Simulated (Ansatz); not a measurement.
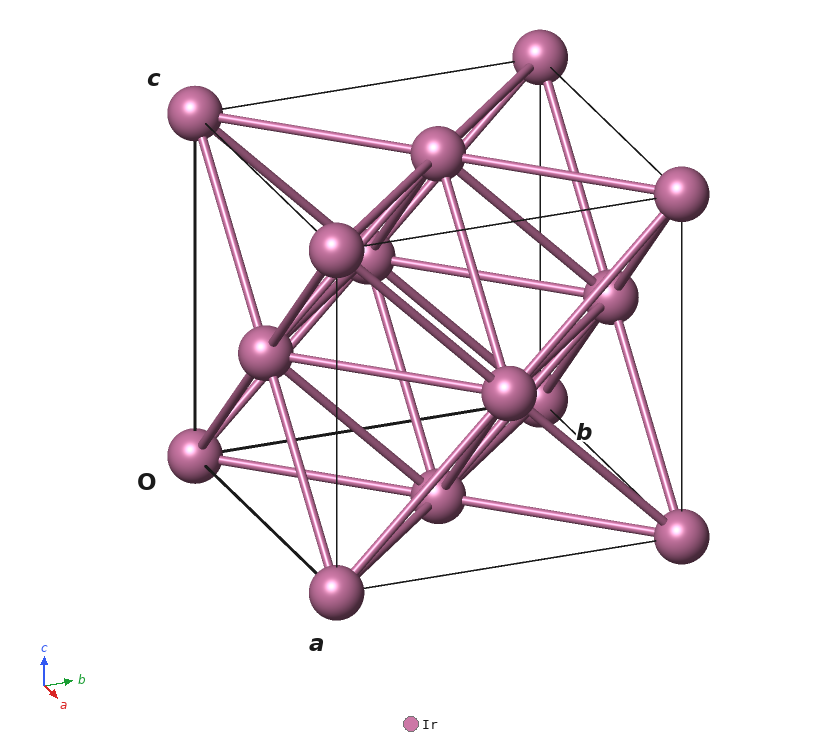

Crystal: Ir, the geometry relaxed with DFT, revPBE, plane waves (420 eV) with PAW, scalar-relativistic (Ansatz). One unit cell is drawn above. All values are computed from the atomic coordinates in the standard setting (tolerance 0.002 Å).

```
CELL_PARAMETERS angstrom
3.88271 0.00000 0.00000
0.00000 3.88271 0.00000
0.00000 0.00000 3.88271
ATOMIC_POSITIONS crystal
Ir 0.00000 0.00000 0.00000
Ir 0.00000 0.50000 0.50000
Ir 0.50000 0.00000 0.50000
Ir 0.50000 0.50000 0.00000
```

Question: What is its point group?

Answer: m-3m (Oh), order 48, cubic system: three fourfold axes, four threefold axes, six twofold axes, nine mirror planes, an inversion centre.

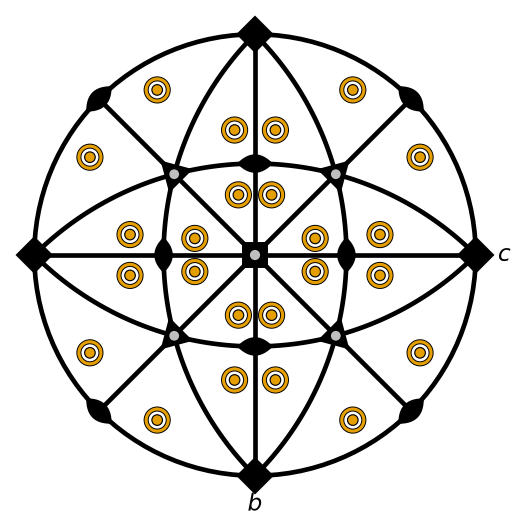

Stereographic projection: filled dots lie in the upper hemisphere, open rings in the lower; heavy lines are mirror planes (a heavy rim: a mirror in the plane of the page); lens, triangle, square and hexagon are 2-, 3-, 4- and 6-fold axes, a lens in an open square is −4, a triangle in an open hexagon −6; thin dashed diameters join the ends of axes that lie in the page; a small open circle marks inversion. The poles are one general form. The a axis points at the viewer.

Question: What does this class allow?

Answer: Class m-3m is centrosymmetric, so neither piezoelectric nor pyroelectric; it is not chiral. Its Laue class is m-3m.
